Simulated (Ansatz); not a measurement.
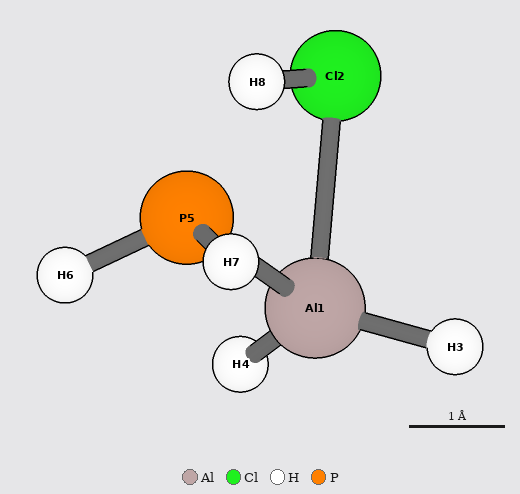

**Figure 1.** The starting structure (ball-and-stick view, seen at a tilt; atoms are numbered from 1 in the order of the input). Sticks mark near contacts. Bond lengths as drawn: Al–Cl 2.52 Å, Al–H 1.59 Å, Al–P 2.39 Å, Cl–H 1.40 Å and H–P 1.42 Å.

Molecular dynamics of AlPH₅Cl (part 1 of 3)

- system: AlPH₅Cl
- method: RKS PBE0-D4/def2-SVP (Ansatz 0.2.0)

It belongs to a series of runs on one base structure; here: dynamics from the highest image of the converged band. Figures and captions count atoms from 1; the log counts them from 0 in places.

## What the program printed
```
Engine: ansatz 0.2.0, aarch64-unknown-linux-gnu
Functional definition: PBE0
  parameter a = 0.25
  parameter kappa = 0.804
  parameter beta = 0.06672455060314922
  exchange = (1 - a)*pbe_x(kappa = kappa, mu = beta*pi^2/3) + a*exact_x
  correlation = pbe_c(beta = beta)
796 factors; integrals over basis functions are off by at most 3.9e-4 eV
mean field evaluation 1: about -28469.4974 eV, gradient 1.1e1 eV
mean field evaluation 2: about -28469.8535 eV, gradient 6.5e0 eV
mean field evaluation 4: about -28470.0000 eV, gradient 3.3e-1 eV
mean field evaluation 8: about -28470.0009 eV, gradient 1.5e-2 eV
mean field -28470.00094527 eV, -1046.2532370788 hartree, gradient 2.4e-5 eV, S^2 0.000000; 0 other end points of the search recorded, 0 dependent functions left out
the calculation of the forces begins
reference -28470.00097267 eV, -1046.2532380859 hartree; 25, 25 occupied and 54, 54 virtual orbitals, 796 factors
md step     0: t =     0.00 fs  T =   100.0 K  F+E_penalty+E_count = -28470.15535236 eV  E_kin = 0.077556 eV  conserved = -28470.07779636 eV  (23 SCF iters)
these checks for a lower state are left out or cut short: starts, cluster_reference, orbital_swaps, neighbouring_geometries, increment
796 factors; integrals over basis functions are off by at most 3.9e-4 eV
mean field evaluation 16: about -28470.0002 eV, gradient 3.2e-1 eV
mean field -28470.00052610 eV, -1046.2532216748 hartree, gradient 9.5e-6 eV, S^2 0.000000; 0 other end points of the search recorded, 0 dependent functions left out
the calculation of the forces begins
reference -28470.00055350 eV, -1046.2532226817 hartree; 25, 25 occupied and 54, 54 virtual orbitals, 796 factors
md step     1: t =     0.50 fs  T =    99.6 K  F+E_penalty+E_count = -28470.15500765 eV  E_kin = 0.077213 eV  conserved = -28470.07779456 eV  (20 SCF iters)
[... from here on the SCF iterations and repeated set-up lines of each step are left out, up to the last step ...]
md step     2: t =     1.00 fs  T =    98.3 K  F+E_penalty+E_count = -28470.15400367 eV  E_kin = 0.076214 eV  conserved = -28470.07778959 eV  (21 SCF iters)
md step     3: t =     1.50 fs  T =    96.2 K  F+E_penalty+E_count = -28470.15241673 eV  E_kin = 0.074634 eV  conserved = -28470.07778242 eV  (20 SCF iters)
md step     4: t =     2.00 fs  T =    93.6 K  F+E_penalty+E_count = -28470.15035989 eV  E_kin = 0.072586 eV  conserved = -28470.07777398 eV  (20 SCF iters)
md step     5: t =     2.50 fs  T =    90.5 K  F+E_penalty+E_count = -28470.14796654 eV  E_kin = 0.070201 eV  conserved = -28470.07776550 eV  (20 SCF iters)
md step     6: t =     3.00 fs  T =    87.2 K  F+E_penalty+E_count = -28470.14537104 eV  E_kin = 0.067613 eV  conserved = -28470.07775813 eV  (21 SCF iters)
md step     7: t =     3.50 fs  T =    83.7 K  F+E_penalty+E_count = -28470.14269066 eV  E_kin = 0.064938 eV  conserved = -28470.07775271 eV  (20 SCF iters)
md step     8: t =     4.00 fs  T =    80.3 K  F+E_penalty+E_count = -28470.14001243 eV  E_kin = 0.062263 eV  conserved = -28470.07774969 eV  (20 SCF iters)
md step     9: t =     4.50 fs  T =    76.9 K  F+E_penalty+E_count = -28470.13738657 eV  E_kin = 0.059638 eV  conserved = -28470.07774884 eV  (20 SCF iters)
md step    10: t =     5.00 fs  T =    73.6 K  F+E_penalty+E_count = -28470.13482845 eV  E_kin = 0.057079 eV  conserved = -28470.07774968 eV  (20 SCF iters)
md step    11: t =     5.50 fs  T =    70.4 K  F+E_penalty+E_count = -28470.13232679 eV  E_kin = 0.054575 eV  conserved = -28470.07775135 eV  (20 SCF iters)
md step    12: t =     6.00 fs  T =    67.2 K  F+E_penalty+E_count = -28470.12985683 eV  E_kin = 0.052104 eV  conserved = -28470.07775299 eV  (21 SCF iters)
md step    13: t =     6.50 fs  T =    64.0 K  F+E_penalty+E_count = -28470.12739464 eV  E_kin = 0.049641 eV  conserved = -28470.07775373 eV  (21 SCF iters)
md step    14: t =     7.00 fs  T =    60.8 K  F+E_penalty+E_count = -28470.12493009 eV  E_kin = 0.047177 eV  conserved = -28470.07775303 eV  (21 SCF iters)
md step    15: t =     7.50 fs  T =    57.7 K  F+E_penalty+E_count = -28470.12247549 eV  E_kin = 0.044725 eV  conserved = -28470.07775083 eV  (20 SCF iters)
md step    16: t =     8.00 fs  T =    54.6 K  F+E_penalty+E_count = -28470.12006823 eV  E_kin = 0.042321 eV  conserved = -28470.07774720 eV  (21 SCF iters)
md step    17: t =     8.50 fs  T =    51.6 K  F+E_penalty+E_count = -28470.11776814 eV  E_kin = 0.040026 eV  conserved = -28470.07774241 eV  (21 SCF iters)
md step    18: t =     9.00 fs  T =    48.9 K  F+E_penalty+E_count = -28470.11565060 eV  E_kin = 0.037913 eV  conserved = -28470.07773740 eV  (21 SCF iters)
md step    19: t =     9.50 fs  T =    46.5 K  F+E_penalty+E_count = -28470.11379522 eV  E_kin = 0.036062 eV  conserved = -28470.07773279 eV  (21 SCF iters)
md step    20: t =    10.00 fs  T =    44.5 K  F+E_penalty+E_count = -28470.11227530 eV  E_kin = 0.034546 eV  conserved = -28470.07772936 eV  (21 SCF iters)
md step    21: t =    10.50 fs  T =    43.1 K  F+E_penalty+E_count = -28470.11114723 eV  E_kin = 0.033420 eV  conserved = -28470.07772728 eV  (21 SCF iters)
md step    22: t =    11.00 fs  T =    42.2 K  F+E_penalty+E_count = -28470.11044450 eV  E_kin = 0.032718 eV  conserved = -28470.07772684 eV  (24 SCF iters)
md step    23: t =    11.50 fs  T =    41.8 K  F+E_penalty+E_count = -28470.11017432 eV  E_kin = 0.032446 eV  conserved = -28470.07772796 eV  (21 SCF iters)
md step    24: t =    12.00 fs  T =    42.0 K  F+E_penalty+E_count = -28470.11031913 eV  E_kin = 0.032589 eV  conserved = -28470.07773033 eV  (20 SCF iters)
md step    25: t =    12.50 fs  T =    42.7 K  F+E_penalty+E_count = -28470.11084145 eV  E_kin = 0.033108 eV  conserved = -28470.07773349 eV  (21 SCF iters)
md step    26: t =    13.00 fs  T =    43.8 K  F+E_penalty+E_count = -28470.11169125 eV  E_kin = 0.033954 eV  conserved = -28470.07773705 eV  (21 SCF iters)
md step    27: t =    13.50 fs  T =    45.2 K  F+E_penalty+E_count = -28470.11281309 eV  E_kin = 0.035073 eV  conserved = -28470.07774018 eV  (21 SCF iters)
md step    28: t =    14.00 fs  T =    46.9 K  F+E_penalty+E_count = -28470.11415421 eV  E_kin = 0.036411 eV  conserved = -28470.07774312 eV  (21 SCF iters)
md step    29: t =    14.50 fs  T =    48.9 K  F+E_penalty+E_count = -28470.11566706 eV  E_kin = 0.037921 eV  conserved = -28470.07774562 eV  (21 SCF iters)
md step    30: t =    15.00 fs  T =    51.0 K  F+E_penalty+E_count = -28470.11731138 eV  E_kin = 0.039564 eV  conserved = -28470.07774778 eV  (21 SCF iters)
md step    31: t =    15.50 fs  T =    53.3 K  F+E_penalty+E_count = -28470.11905211 eV  E_kin = 0.041302 eV  conserved = -28470.07774984 eV  (20 SCF iters)
md step    32: t =    16.00 fs  T =    55.6 K  F+E_penalty+E_count = -28470.12085588 eV  E_kin = 0.043104 eV  conserved = -28470.07775205 eV  (20 SCF iters)
md step    33: t =    16.50 fs  T =    57.9 K  F+E_penalty+E_count = -28470.12268742 eV  E_kin = 0.044933 eV  conserved = -28470.07775469 eV  (21 SCF iters)
md step    34: t =    17.00 fs  T =    60.3 K  F+E_penalty+E_count = -28470.12450694 eV  E_kin = 0.046750 eV  conserved = -28470.07775743 eV  (21 SCF iters)
md step    35: t =    17.50 fs  T =    62.6 K  F+E_penalty+E_count = -28470.12627163 eV  E_kin = 0.048512 eV  conserved = -28470.07776006 eV  (22 SCF iters)
md step    36: t =    18.00 fs  T =    64.7 K  F+E_penalty+E_count = -28470.12793945 eV  E_kin = 0.050177 eV  conserved = -28470.07776236 eV  (22 SCF iters)
md step    37: t =    18.50 fs  T =    66.7 K  F+E_penalty+E_count = -28470.12947497 eV  E_kin = 0.051711 eV  conserved = -28470.07776381 eV  (22 SCF iters)
md step    38: t =    19.00 fs  T =    68.5 K  F+E_penalty+E_count = -28470.13085683 eV  E_kin = 0.053093 eV  conserved = -28470.07776398 eV  (22 SCF iters)
md step    39: t =    19.50 fs  T =    70.0 K  F+E_penalty+E_count = -28470.13208355 eV  E_kin = 0.054321 eV  conserved = -28470.07776272 eV  (22 SCF iters)
md step    40: t =    20.00 fs  T =    71.5 K  F+E_penalty+E_count = -28470.13317619 eV  E_kin = 0.055416 eV  conserved = -28470.07776004 eV  (22 SCF iters)
md step    41: t =    20.50 fs  T =    72.7 K  F+E_penalty+E_count = -28470.13417756 eV  E_kin = 0.056421 eV  conserved = -28470.07775658 eV  (22 SCF iters)
md step    42: t =    21.00 fs  T =    74.0 K  F+E_penalty+E_count = -28470.13514582 eV  E_kin = 0.057393 eV  conserved = -28470.07775244 eV  (20 SCF iters)
md step    43: t =    21.50 fs  T =    75.3 K  F+E_penalty+E_count = -28470.13614771 eV  E_kin = 0.058399 eV  conserved = -28470.07774836 eV  (21 SCF iters)
md step    44: t =    22.00 fs  T =    76.7 K  F+E_penalty+E_count = -28470.13724865 eV  E_kin = 0.059504 eV  conserved = -28470.07774486 eV  (21 SCF iters)
md step    45: t =    22.50 fs  T =    78.3 K  F+E_penalty+E_count = -28470.13850482 eV  E_kin = 0.060763 eV  conserved = -28470.07774224 eV  (24 SCF iters)
md step    46: t =    23.00 fs  T =    80.2 K  F+E_penalty+E_count = -28470.13995824 eV  E_kin = 0.062218 eV  conserved = -28470.07774054 eV  (21 SCF iters)
md step    47: t =    23.50 fs  T =    82.4 K  F+E_penalty+E_count = -28470.14163607 eV  E_kin = 0.063897 eV  conserved = -28470.07773946 eV  (21 SCF iters)
md step    48: t =    24.00 fs  T =    84.9 K  F+E_penalty+E_count = -28470.14355480 eV  E_kin = 0.065816 eV  conserved = -28470.07773832 eV  (21 SCF iters)
md step    49: t =    24.50 fs  T =    87.7 K  F+E_penalty+E_count = -28470.14572954 eV  E_kin = 0.067993 eV  conserved = -28470.07773658 eV  (21 SCF iters)
md step    50: t =    25.00 fs  T =    90.8 K  F+E_penalty+E_count = -28470.14818572 eV  E_kin = 0.070453 eV  conserved = -28470.07773321 eV  (21 SCF iters)
md step    51: t =    25.50 fs  T =    94.4 K  F+E_penalty+E_count = -28470.15097394 eV  E_kin = 0.073247 eV  conserved = -28470.07772729 eV  (22 SCF iters)
md step    52: t =    26.00 fs  T =    98.6 K  F+E_penalty+E_count = -28470.15418441 eV  E_kin = 0.076466 eV  conserved = -28470.07771803 eV  (22 SCF iters)
md step    53: t =    26.50 fs  T =   103.5 K  F+E_penalty+E_count = -28470.15795957 eV  E_kin = 0.080255 eV  conserved = -28470.07770489 eV  (22 SCF iters)
md step    54: t =    27.00 fs  T =   109.4 K  F+E_penalty+E_count = -28470.16250320 eV  E_kin = 0.084816 eV  conserved = -28470.07768752 eV  (25 SCF iters)
md step    55: t =    27.50 fs  T =   116.6 K  F+E_penalty+E_count = -28470.16808495 eV  E_kin = 0.090419 eV  conserved = -28470.07766605 eV  (25 SCF iters)
md step    56: t =    28.00 fs  T =   125.6 K  F+E_penalty+E_count = -28470.17503916 eV  E_kin = 0.097398 eV  conserved = -28470.07764090 eV  (25 SCF iters)
md step    57: t =    28.50 fs  T =   136.9 K  F+E_penalty+E_count = -28470.18375882 eV  E_kin = 0.106146 eV  conserved = -28470.07761275 eV  (25 SCF iters)
md step    58: t =    29.00 fs  T =   151.0 K  F+E_penalty+E_count = -28470.19468537 eV  E_kin = 0.117103 eV  conserved = -28470.07758254 eV  (25 SCF iters)
md step    59: t =    29.50 fs  T =   168.6 K  F+E_penalty+E_count = -28470.20829564 eV  E_kin = 0.130744 eV  conserved = -28470.07755122 eV  (25 SCF iters)
md step    60: t =    30.00 fs  T =   190.3 K  F+E_penalty+E_count = -28470.22508770 eV  E_kin = 0.147567 eV  conserved = -28470.07752023 eV  (25 SCF iters)
md step    61: t =    30.50 fs  T =   216.7 K  F+E_penalty+E_count = -28470.24556374 eV  E_kin = 0.168073 eV  conserved = -28470.07749090 eV  (25 SCF iters)
md step    62: t =    31.00 fs  T =   248.5 K  F+E_penalty+E_count = -28470.27021036 eV  E_kin = 0.192744 eV  conserved = -28470.07746619 eV  (25 SCF iters)
md step    63: t =    31.50 fs  T =   286.3 K  F+E_penalty+E_count = -28470.29946600 eV  E_kin = 0.222016 eV  conserved = -28470.07745017 eV  (25 SCF iters)
md step    64: t =    32.00 fs  T =   330.4 K  F+E_penalty+E_count = -28470.33366893 eV  E_kin = 0.256220 eV  conserved = -28470.07744863 eV  (25 SCF iters)
md step    65: t =    32.50 fs  T =   381.0 K  F+E_penalty+E_count = -28470.37297399 eV  E_kin = 0.295502 eV  conserved = -28470.07747161 eV  (24 SCF iters)
md step    66: t =    33.00 fs  T =   438.0 K  F+E_penalty+E_count = -28470.41722255 eV  E_kin = 0.339690 eV  conserved = -28470.07753238 eV  (23 SCF iters)
md step    67: t =    33.50 fs  T =   500.4 K  F+E_penalty+E_count = -28470.46576879 eV  E_kin = 0.388123 eV  conserved = -28470.07764594 eV  (23 SCF iters, 3 dispersion substeps)
md step    68: t =    34.00 fs  T =   566.6 K  F+E_penalty+E_count = -28470.51728548 eV  E_kin = 0.439461 eV  conserved = -28470.07782431 eV  (23 SCF iters, 3 dispersion substeps)
md step    69: t =    34.50 fs  T =   633.8 K  F+E_penalty+E_count = -28470.56962195 eV  E_kin = 0.491554 eV  conserved = -28470.07806748 eV  (23 SCF iters, 3 dispersion substeps)
md step    70: t =    35.00 fs  T =   698.2 K  F+E_penalty+E_count = -28470.61985353 eV  E_kin = 0.541506 eV  conserved = -28470.07834729 eV  (23 SCF iters, 3 dispersion substeps)
md step    71: t =    35.50 fs  T =   755.8 K  F+E_penalty+E_count = -28470.66473496 eV  E_kin = 0.586142 eV  conserved = -28470.07859296 eV  (24 SCF iters, 3 dispersion substeps)
md step    72: t =    36.00 fs  T =   803.4 K  F+E_penalty+E_count = -28470.70174201 eV  E_kin = 0.623048 eV  conserved = -28470.07869366 eV  (23 SCF iters, 3 dispersion substeps)
md step    73: t =    36.50 fs  T =   840.8 K  F+E_penalty+E_count = -28470.73062776 eV  E_kin = 0.652089 eV  conserved = -28470.07853845 eV  (23 SCF iters, 3 dispersion substeps)
md step    74: t =    37.00 fs  T =   872.6 K  F+E_penalty+E_count = -28470.75487848 eV  E_kin = 0.676778 eV  conserved = -28470.07810083 eV  (23 SCF iters, 3 dispersion substeps)
md step    75: t =    37.50 fs  T =   908.2 K  F+E_penalty+E_count = -28470.78186671 eV  E_kin = 0.704341 eV  conserved = -28470.07752620 eV  (23 SCF iters, 3 dispersion substeps)
md step    76: t =    38.00 fs  T =   958.6 K  F+E_penalty+E_count = -28470.82054852 eV  E_kin = 0.743421 eV  conserved = -28470.07712719 eV  (23 SCF iters, 3 dispersion substeps)
md step    77: t =    38.50 fs  T =  1031.2 K  F+E_penalty+E_count = -28470.87693384 eV  E_kin = 0.799719 eV  conserved = -28470.07721476 eV  (23 SCF iters, 3 dispersion substeps)
md step    78: t =    39.00 fs  T =  1124.2 K  F+E_penalty+E_count = -28470.94974434 eV  E_kin = 0.871877 eV  conserved = -28470.07786724 eV  (23 SCF iters, 3 dispersion substeps)
md step    79: t =    39.50 fs  T =  1225.7 K  F+E_penalty+E_count = -28471.02942578 eV  E_kin = 0.950576 eV  conserved = -28470.07884958 eV  (23 SCF iters, 3 dispersion substeps)
md step    80: t =    40.00 fs  T =  1317.5 K  F+E_penalty+E_count = -28471.10157432 eV  E_kin = 1.021806 eV  conserved = -28470.07976845 eV  (23 SCF iters, 3 dispersion substeps)
md step    81: t =    40.50 fs  T =  1382.6 K  F+E_penalty+E_count = -28471.15259924 eV  E_kin = 1.072280 eV  conserved = -28470.08031936 eV  (23 SCF iters, 3 dispersion substeps)
md step    82: t =    41.00 fs  T =  1410.3 K  F+E_penalty+E_count = -28471.17420325 eV  E_kin = 1.093791 eV  conserved = -28470.08041224 eV  (23 SCF iters, 3 dispersion substeps)
md step    83: t =    41.50 fs  T =  1398.6 K  F+E_penalty+E_count = -28471.16482914 eV  E_kin = 1.084693 eV  conserved = -28470.08013604 eV  (23 SCF iters, 3 dispersion substeps)
md step    84: t =    42.00 fs  T =  1352.4 K  F+E_penalty+E_count = -28471.12848604 eV  E_kin = 1.048834 eV  conserved = -28470.07965185 eV  (23 SCF iters, 3 dispersion substeps)
md step    85: t =    42.50 fs  T =  1280.8 K  F+E_penalty+E_count = -28471.07244123 eV  E_kin = 0.993329 eV  conserved = -28470.07911215 eV  (23 SCF iters, 3 dispersion substeps)
md step    86: t =    43.00 fs  T =  1194.5 K  F+E_penalty+E_count = -28471.00500080 eV  E_kin = 0.926396 eV  conserved = -28470.07860441 eV  (23 SCF iters, 3 dispersion substeps)
md step    87: t =    43.50 fs  T =  1103.5 K  F+E_penalty+E_count = -28470.93403027 eV  E_kin = 0.855847 eV  conserved = -28470.07818297 eV  (23 SCF iters, 3 dispersion substeps)
md step    88: t =    44.00 fs  T =  1016.4 K  F+E_penalty+E_count = -28470.86614346 eV  E_kin = 0.788282 eV  conserved = -28470.07786189 eV  (23 SCF iters, 3 dispersion substeps)
md step    89: t =    44.50 fs  T =   939.7 K  F+E_penalty+E_count = -28470.80643847 eV  E_kin = 0.728801 eV  conserved = -28470.07763700 eV  (23 SCF iters, 3 dispersion substeps)
md step    90: t =    45.00 fs  T =   878.1 K  F+E_penalty+E_count = -28470.75851992 eV  E_kin = 0.681023 eV  conserved = -28470.07749735 eV  (23 SCF iters, 3 dispersion substeps)
md step    91: t =    45.50 fs  T =   834.5 K  F+E_penalty+E_count = -28470.72463777 eV  E_kin = 0.647205 eV  conserved = -28470.07743266 eV  (25 SCF iters, 3 dispersion substeps)
md step    92: t =    46.00 fs  T =   810.2 K  F+E_penalty+E_count = -28470.70582660 eV  E_kin = 0.628394 eV  conserved = -28470.07743257 eV  (24 SCF iters, 3 dispersion substeps)
md step    93: t =    46.50 fs  T =   805.2 K  F+E_penalty+E_count = -28470.70201601 eV  E_kin = 0.624512 eV  conserved = -28470.07750398 eV  (25 SCF iters, 3 dispersion substeps)
md step    94: t =    47.00 fs  T =   818.0 K  F+E_penalty+E_count = -28470.71203489 eV  E_kin = 0.634389 eV  conserved = -28470.07764585 eV  (25 SCF iters, 3 dispersion substeps)
md step    95: t =    47.50 fs  T =   845.5 K  F+E_penalty+E_count = -28470.73360293 eV  E_kin = 0.655740 eV  conserved = -28470.07786340 eV  (25 SCF iters, 3 dispersion substeps)
md step    96: t =    48.00 fs  T =   883.4 K  F+E_penalty+E_count = -28470.76328454 eV  E_kin = 0.685125 eV  conserved = -28470.07815956 eV  (25 SCF iters, 3 dispersion substeps)
md step    97: t =    48.50 fs  T =   925.8 K  F+E_penalty+E_count = -28470.79650310 eV  E_kin = 0.717976 eV  conserved = -28470.07852675 eV  (25 SCF iters, 3 dispersion substeps)
md step    98: t =    49.00 fs  T =   965.5 K  F+E_penalty+E_count = -28470.82773659 eV  E_kin = 0.748803 eV  conserved = -28470.07893392 eV  (25 SCF iters, 3 dispersion substeps)
md step    99: t =    49.50 fs  T =   995.1 K  F+E_penalty+E_count = -28470.85108227 eV  E_kin = 0.771769 eV  conserved = -28470.07931354 eV  (25 SCF iters, 3 dispersion substeps)
md step   100: t =    50.00 fs  T =  1008.1 K  F+E_penalty+E_count = -28470.86138842 eV  E_kin = 0.781838 eV  conserved = -28470.07955025 eV  (25 SCF iters, 3 dispersion substeps)
md step   101: t =    50.50 fs  T =  1001.3 K  F+E_penalty+E_count = -28470.85604819 eV  E_kin = 0.776550 eV  conserved = -28470.07949798 eV  (22 SCF iters, 3 dispersion substeps)
md step   102: t =    51.00 fs  T =   977.5 K  F+E_penalty+E_count = -28470.83714550 eV  E_kin = 0.758103 eV  conserved = -28470.07904238 eV  (22 SCF iters, 3 dispersion substeps)
md step   103: t =    51.50 fs  T =   947.4 K  F+E_penalty+E_count = -28470.81296476 eV  E_kin = 0.734755 eV  conserved = -28470.07820964 eV  (22 SCF iters, 3 dispersion substeps)
md step   104: t =    52.00 fs  T =   928.4 K  F+E_penalty+E_count = -28470.79727189 eV  E_kin = 0.720013 eV  conserved = -28470.07725845 eV  (22 SCF iters, 3 dispersion substeps)
md step   105: t =    52.50 fs  T =   939.4 K  F+E_penalty+E_count = -28470.80517087 eV  E_kin = 0.728543 eV  conserved = -28470.07662829 eV  (22 SCF iters, 3 dispersion substeps)
md step   106: t =    53.00 fs  T =   992.5 K  F+E_penalty+E_count = -28470.84646994 eV  E_kin = 0.769774 eV  conserved = -28470.07669561 eV  (22 SCF iters, 3 dispersion substeps)
md step   107: t =    53.50 fs  T =  1086.5 K  F+E_penalty+E_count = -28470.92015187 eV  E_kin = 0.842653 eV  conserved = -28470.07749857 eV  (21 SCF iters, 3 dispersion substeps)
md step   108: t =    54.00 fs  T =  1205.8 K  F+E_penalty+E_count = -28471.01383585 eV  E_kin = 0.935141 eV  conserved = -28470.07869496 eV  (21 SCF iters, 3 dispersion substeps)
md step   109: t =    54.50 fs  T =  1326.8 K  F+E_penalty+E_count = -28471.10881137 eV  E_kin = 1.029010 eV  conserved = -28470.07980110 eV  (22 SCF iters, 3 dispersion substeps)
md step   110: t =    55.00 fs  T =  1427.1 K  F+E_penalty+E_count = -28471.18727537 eV  E_kin = 1.106797 eV  conserved = -28470.08047859 eV  (22 SCF iters, 3 dispersion substeps)
md step   111: t =    55.50 fs  T =  1491.8 K  F+E_penalty+E_count = -28471.23761351 eV  E_kin = 1.156966 eV  conserved = -28470.08064766 eV  (22 SCF iters, 3 dispersion substeps)
md step   112: t =    56.00 fs  T =  1515.7 K  F+E_penalty+E_count = -28471.25593222 eV  E_kin = 1.175515 eV  conserved = -28470.08041706 eV  (22 SCF iters, 3 dispersion substeps)
```
